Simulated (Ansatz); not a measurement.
# Molecular dynamics of AlH2OF3 (part 3 of 3)

AlH2OF3; RHF/6-31G* (Ansatz 0.2.0). It belongs to a series of runs on one base structure; here: dynamics from the highest image of the converged band.

Geometry of the input (Å):
```
Al -0.0012  0.1968  0.0686
O  -0.0811  0.0180  1.8414
H  -0.7425  -0.4256  2.3528
F  1.3993  -0.1916  -0.6649
F  -1.4122  -0.0294  -0.7192
F  0.0995  1.9307  0.7404
H  -0.0229  1.3596  1.6216
```

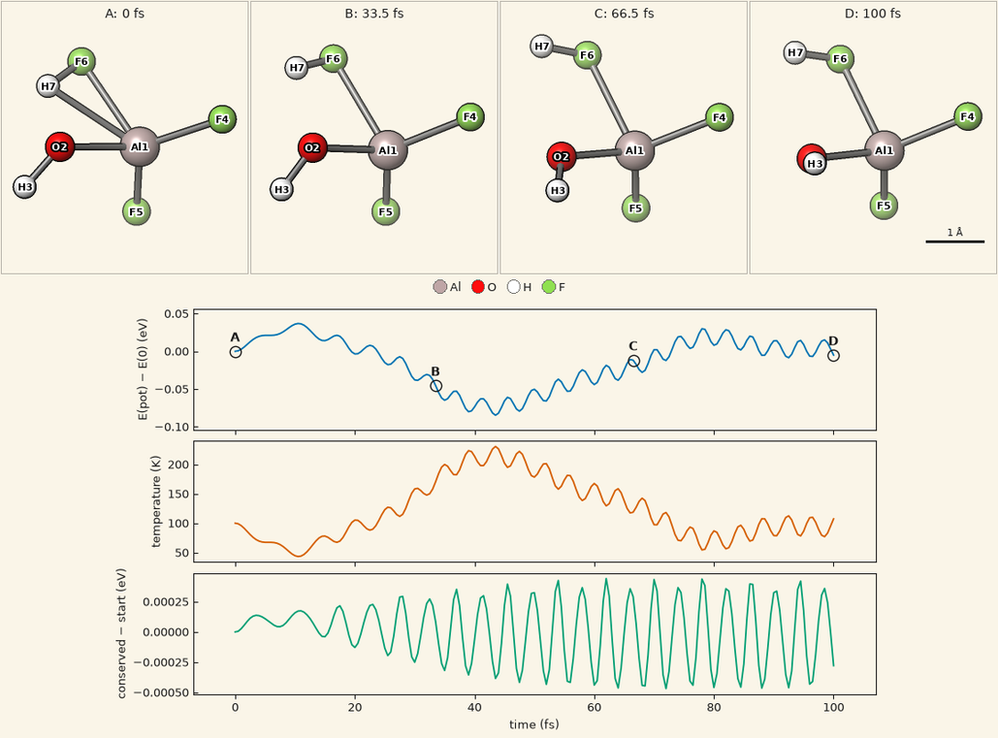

*Frames of the molecular dynamics (ball-and-stick, seen at a tilt) above the curves, on which the letters mark them.*

The trajectory kept here has 201 frames over 100 fs. The temperature starts at 100 K, ranges from 43 to 230 K and averages 114 K over the second half. The potential energy ends 0.005 eV below its first value. The conserved quantity stays within 0.00091 eV. After an unweighted best fit of the last frame on the first, the root-mean-square displacement is 0.46 Å.

```
Total energy: -16774.89563085 eV, -616.4660440012 hartree
Atom 0 at    -0.016973     0.109681     0.198835 Å, force    -0.102544     0.067694    -0.885791 eV/Å
Atom 1 at    -0.160571    -0.216761     1.836277 Å, force     0.189020    -0.016175     0.840721 eV/Å
Atom 2 at     0.350998    -0.819060     2.353959 Å, force    -0.084195     0.057567    -0.058318 eV/Å
Atom 3 at     1.368528    -0.104067    -0.626863 Å, force     0.456708    -0.196941    -0.029361 eV/Å
Atom 4 at    -1.365364     0.099484    -0.708143 Å, force    -0.415364    -0.053966    -0.181678 eV/Å
Atom 5 at     0.111214     2.019087     0.519399 Å, force    -0.074994     0.137387     0.934183 eV/Å
Atom 6 at     0.045552     2.066618     1.456963 Å, force     0.031370     0.004434    -0.619756 eV/Å
Dipole moment:     0.242490     0.335019     0.827138 e Å
```

Trajectory as extended XYZ (Å, eV, eV/Å), 14 of the 201 frames kept, from step=0 to step=200
```
7
Properties=species:S:1:pos:R:3:forces:R:3 step=0 time_fs=0.0 energy=-16774.89060 temperature=100.0
Al   -0.0012    0.1968    0.0686   -0.0053   0.0021   0.0036
O    -0.0811    0.0180    1.8414   -0.0140  -0.0039   0.0100
H    -0.7425   -0.4256    2.3528    0.0154   0.0117  -0.0123
F     1.3993   -0.1916   -0.6649    0.0001   0.0007  -0.0012
F    -1.4122   -0.0294   -0.7192    0.0027  -0.0009  -0.0024
F     0.0995    1.9307    0.7404    0.0001  -0.0045  -0.0012
H    -0.0229    1.3596    1.6216    0.0010  -0.0053   0.0034
7
Properties=species:S:1:pos:R:3:forces:R:3 step=15 time_fs=7.5 energy=-16774.86707 temperature=63.7
Al   -0.0173    0.1730    0.0621    0.7666   0.5534   0.6049
O    -0.0635    0.0148    1.8349   -0.1452  -0.0909   0.1109
H    -0.7400   -0.3832    2.3662    0.0752   0.0043  -0.0590
F     1.3990   -0.1791   -0.6469    0.1305  -0.1155  -0.1453
F    -1.4065   -0.0172   -0.7196   -0.8097  -0.1788  -0.4489
F     0.1006    1.9408    0.7374   -0.0294  -0.3214   0.0102
H     0.0059    1.3508    1.6097    0.0121   0.1491  -0.0728
7
Properties=species:S:1:pos:R:3:forces:R:3 step=31 time_fs=15.5 energy=-16774.87510 temperature=76.0
Al   -0.0206    0.1581    0.0672    0.1200   0.2014   0.5766
O    -0.0480    0.0082    1.8303   -0.2243  -0.4017   0.0992
H    -0.7293   -0.3625    2.3729    0.0763  -0.1018  -0.0775
F     1.4028   -0.1692   -0.6323    0.2087  -0.1124  -0.2625
F    -1.4219   -0.0091   -0.7320   -0.2454  -0.0798  -0.1649
F     0.1014    1.9442    0.7333    0.0858   0.4624  -0.7089
H     0.0405    1.4272    1.5748   -0.0210   0.0319   0.5380
7
Properties=species:S:1:pos:R:3:forces:R:3 step=46 time_fs=23.0 energy=-16774.88376 temperature=89.8
Al   -0.0205    0.1506    0.0833   -0.4997   0.1786  -0.0086
O    -0.0393   -0.0074    1.8298   -0.3300  -0.3279   0.3281
H    -0.7074   -0.4132    2.3654    0.1542  -0.0691  -0.1064
F     1.4116   -0.1633   -0.6257   -0.0662  -0.0538  -0.1622
F    -1.4433   -0.0041   -0.7481    0.6921   0.0167   0.3898
F     0.1038    1.9546    0.7181    0.0711   0.0425   0.5986
H     0.0711    1.5253    1.6270   -0.0214   0.2131  -1.0394
7
Properties=species:S:1:pos:R:3:forces:R:3 step=62 time_fs=31.0 energy=-16774.92656 temperature=155.6
Al   -0.0296    0.1435    0.1010   -0.0675  -0.0957  -0.2733
O    -0.0386   -0.0361    1.8341   -0.3719  -0.2665   0.0499
H    -0.6555   -0.5419    2.3448    0.1608   0.0297  -0.0710
F     1.4179   -0.1579   -0.6234   -0.5563   0.0837   0.0539
F    -1.4462    0.0020   -0.7542    0.8155   0.0540   0.4896
F     0.1093    1.9781    0.6952    0.0396   0.0318   0.5415
H     0.0826    1.6424    1.6088   -0.0202   0.1629  -0.7905
7
Properties=species:S:1:pos:R:3:forces:R:3 step=77 time_fs=38.5 energy=-16774.96634 temperature=216.8
Al   -0.0394    0.1336    0.1134    0.6262  -0.1361   0.1156
O    -0.0475   -0.0705    1.8358   -0.3492  -0.1276  -0.1835
H    -0.5701   -0.6899    2.3264    0.1426   0.1408  -0.0781
F     1.4088   -0.1505   -0.6204   -0.5477   0.1022   0.0499
F    -1.4267    0.0093   -0.7467    0.1482   0.0149   0.0945
F     0.1162    2.0089    0.6690   -0.0033   0.0881  -0.5453
H     0.0757    1.7437    1.5644   -0.0168  -0.0823   0.5468
7
Properties=species:S:1:pos:R:3:forces:R:3 step=92 time_fs=46.0 energy=-16774.95327 temperature=197.4
Al   -0.0380    0.1221    0.1281    0.5180   0.0392   0.5226
O    -0.0651   -0.1057    1.8299   -0.2331  -0.0210  -0.0147
H    -0.4558   -0.8206    2.3123    0.0904   0.1907  -0.0976
F     1.3858   -0.1407   -0.6166    0.1178  -0.0117  -0.2414
F    -1.4028    0.0170   -0.7364   -0.4420  -0.0087  -0.2791
F     0.1224    2.0384    0.6414    0.0088   0.0194  -1.4249
H     0.0701    1.8533    1.5328   -0.0597  -0.2079   1.5351
7
Properties=species:S:1:pos:R:3:forces:R:3 step=108 time_fs=54.0 energy=-16774.92751 temperature=157.8
Al   -0.0268    0.1127    0.1534   -0.3683   0.2426   0.0389
O    -0.0901   -0.1394    1.8226   -0.0979  -0.0420   0.5503
H    -0.3208   -0.9245    2.2965    0.0393   0.1889  -0.0810
F     1.3654   -0.1310   -0.6203    0.7482  -0.1148  -0.4716
F    -1.3891    0.0249   -0.7328   -0.2567   0.0303  -0.1501
F     0.1267    2.0613    0.6134    0.0160  -0.1996  -1.5846
H     0.0754    1.9828    1.5138   -0.0806  -0.1054   1.6981
7
Properties=species:S:1:pos:R:3:forces:R:3 step=123 time_fs=61.5 energy=-16774.91408 temperature=136.7
Al   -0.0218    0.1099    0.1777   -0.3878   0.2155  -0.7084
O    -0.1157   -0.1677    1.8313    0.0091  -0.0867   0.7072
H    -0.1937   -0.9933    2.2859    0.0094   0.2001  -0.0657
F     1.3657   -0.1251   -0.6360    0.3661  -0.0494  -0.1295
F    -1.3839    0.0328   -0.7337    0.0734   0.0706   0.1013
F     0.1283    2.0726    0.5900    0.0012  -0.3671  -1.4650
H     0.0868    2.0981    1.4936   -0.0714   0.0170   1.5603
7
Properties=species:S:1:pos:R:3:forces:R:3 step=138 time_fs=69.0 energy=-16774.90688 temperature=124.9
Al   -0.0234    0.1124    0.1895    0.2065  -0.0150  -0.5173
O    -0.1404   -0.1934    1.8590    0.1468   0.0323   0.0126
H    -0.0693   -1.0356    2.2853   -0.0171   0.2111  -0.0758
F     1.3759   -0.1207   -0.6552   -0.3097   0.0524   0.3786
F    -1.3777    0.0425   -0.7323    0.0476   0.0814   0.1139
F     0.1280    2.0746    0.5687   -0.0299  -0.3969  -0.9531
H     0.0973    2.1821    1.4734   -0.0441   0.0347   1.0410
7
Properties=species:S:1:pos:R:3:forces:R:3 step=154 time_fs=77.0 energy=-16774.87759 temperature=79.5
Al   -0.0212    0.1155    0.1919    0.3608  -0.2122   0.1507
O    -0.1616   -0.2140    1.8857    0.3035   0.1698  -0.7499
H     0.0599   -1.0437    2.2869   -0.0505   0.2269  -0.0772
F     1.3784   -0.1149   -0.6644   -0.4322   0.0506   0.5346
F    -1.3702    0.0551   -0.7277   -0.1135   0.0692   0.0159
F     0.1255    2.0680    0.5487   -0.0271  -0.3605  -0.8542
H     0.1024    2.2107    1.4496   -0.0410   0.0563   0.9801
7
Properties=species:S:1:pos:R:3:forces:R:3 step=169 time_fs=84.5 energy=-16774.88876 temperature=96.5
Al   -0.0129    0.1152    0.1960   -0.2251  -0.1479   0.1784
O    -0.1724   -0.2229    1.8848    0.3939   0.1711  -0.7008
H     0.1734   -1.0074    2.2888   -0.0809   0.1970  -0.0319
F     1.3694   -0.1084   -0.6584    0.0453  -0.0642   0.3017
F    -1.3659    0.0689   -0.7225   -0.0771   0.0413   0.0466
F     0.1217    2.0553    0.5324   -0.0258  -0.1780  -0.0446
H     0.0971    2.1803    1.4481   -0.0302  -0.0192   0.2506
7
Properties=species:S:1:pos:R:3:forces:R:3 step=185 time_fs=92.5 energy=-16774.89914 temperature=112.5
Al   -0.0090    0.1122    0.2027   -0.6455   0.0183  -0.5304
O    -0.1714   -0.2222    1.8583    0.3576   0.0191   0.1858
H     0.2767   -0.9237    2.3095   -0.1108   0.1566  -0.0216
F     1.3617   -0.1035   -0.6427    0.5312  -0.1806   0.0124
F    -1.3639    0.0847   -0.7155   -0.0870  -0.0017   0.0486
F     0.1166    2.0373    0.5216   -0.0168  -0.0561   0.1856
H     0.0775    2.1145    1.4449   -0.0287   0.0445   0.1197
7
Properties=species:S:1:pos:R:3:forces:R:3 step=200 time_fs=100.0 energy=-16774.89563 temperature=107.4
Al   -0.0170    0.1097    0.1988   -0.1025   0.0677  -0.8858
O    -0.1606   -0.2168    1.8363    0.1890  -0.0162   0.8407
H     0.3510   -0.8191    2.3540   -0.0842   0.0576  -0.0583
F     1.3685   -0.1041   -0.6269    0.4567  -0.1969  -0.0294
F    -1.3654    0.0995   -0.7081   -0.4154  -0.0540  -0.1817
F     0.1112    2.0191    0.5194   -0.0750   0.1374   0.9342
H     0.0456    2.0666    1.4570    0.0314   0.0044  -0.6198
```

Summary

- outcome: finished
- mean temperature over the second half: 114 K
- trajectory: 200 steps, 100 fs
- ensemble: nve
- temperature in the input: 100.0 K
- time step: 0.5 fs
- potential energy (last step): −16774.8956 eV
- mean-field energy (last step): −16774.8956 eV
- largest force (length of the vector) (last step): 0.947 eV/Å
- hardware: 1 thread of Arm Neoverse V2, 24 GiB of memory available, shared host
- wall time: 3.5 min
- peak memory: 0.14 GiB

Notes

So short a trajectory is not equilibrated.
